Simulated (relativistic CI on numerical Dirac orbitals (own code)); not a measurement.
```
atom Cl  Z=17  charge=1  electrons=16
nucleus A=35  rms_radius_fm=3.3654
hamiltonian dirac-coulomb  breit=on  qed=on  c_scale=1
orbitals kli  potential=per-configuration
slater_scale 0.85
correlation fit
mixing on
configurations
  [Ne] 3s2 3p4
  [Ne] 3s 3p5
  [Ne] 3s2 3p3 4s
  [Ne] 3s2 3p3 3d
  [Ne] 3s2 3p3 4p
  [Ne] 3s2 3p3 5s
  [Ne] 3s2 3p3 4d
  [Ne] 3p6
  [Ne] 3s2 3p2 3d2
  [Ne] 3s 3p4 3d
  [Ne] 3s2 3p3 5p
  [Ne] 3s2 3p3 4f
  [Ne] 3s2 3p2 4s2
  [Ne] 3s2 3p3 5d
  [Ne] 3s2 3p2 3d 4s
  [Ne] 3s2 3p3 5f
  [Ne] 3s2 3p3 5g
  [Ne] 3s2 3p2 4s 4p
  [Ne] 3s2 3p2 3d 4p
  [Ne] 3p4 3d2
  [Ne] 3s2 3p2 4p2
  [Ne] 3s 3p4 4s
end
```

Command (the task file carries these settings):
```bash
python run_levels.py task.json out
```

The calculation used Dirac CI, KLI exchange-only orbitals, Breit term, model QED, valence Slater integrals scaled by 0.85, configurations shifted onto measured levels. The envelope is a Gaussian of full width 0.9 nm, scaled to the tallest stick.

The plot shows absorption lines from the lowest level (oscillator strengths f):

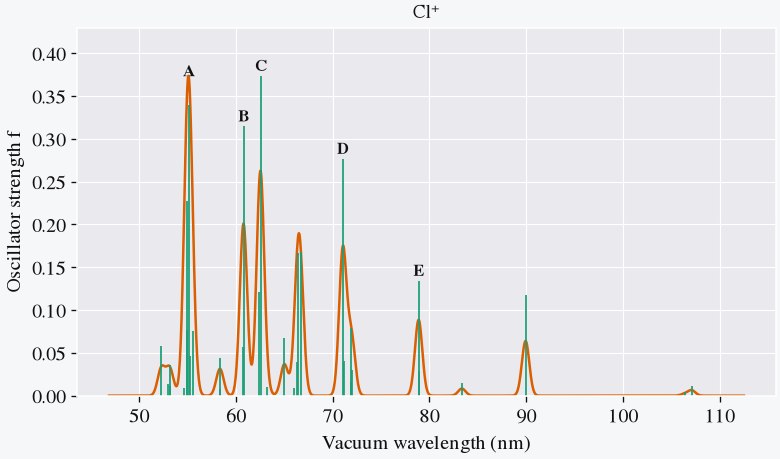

The lettered lines are A: 3s² 3p³ 4d ³D°₃ ← 3s² 3p⁴ ³P₂, 55.17 nm, f = 0.34; B: 3s² 3p³ 4d J = 3 (odd, mixed, level 97) ← 3s² 3p⁴ ³P₂, 60.79 nm, f = 0.31; C: 3s² 3p³ 3d ³P°₂ ← 3s² 3p⁴ ³P₂, 62.58 nm, f = 0.37; D: 3s² 3p³ 3d ³D°₃ ← 3s² 3p⁴ ³P₂, 71.03 nm, f = 0.28; E: 3s² 3p³ 4s ³D°₃ ← 3s² 3p⁴ ³P₂, 78.88 nm, f = 0.13. The strongest, C, lies in the extreme ultraviolet region.

Limits of the model: shifts are fitted to measured levels, configurations with none paired borrow a shift and can be misplaced by tens of thousands of cm⁻¹; rates and lifetimes follow the computed energies and can be off by orders of magnitude; one shift a configuration: terms inside it, and wavelengths, can be off by thousands of cm⁻¹; the fine structure of a weakly bound d or f electron outside closed shells is too small or inverted; only a limited list of configurations is included, so lower levels can be missing; only lines among the lowest 220 of 926 levels are drawn, so those from 3s² 3p³ 5f and 3s² 3p³ 5g are incomplete.
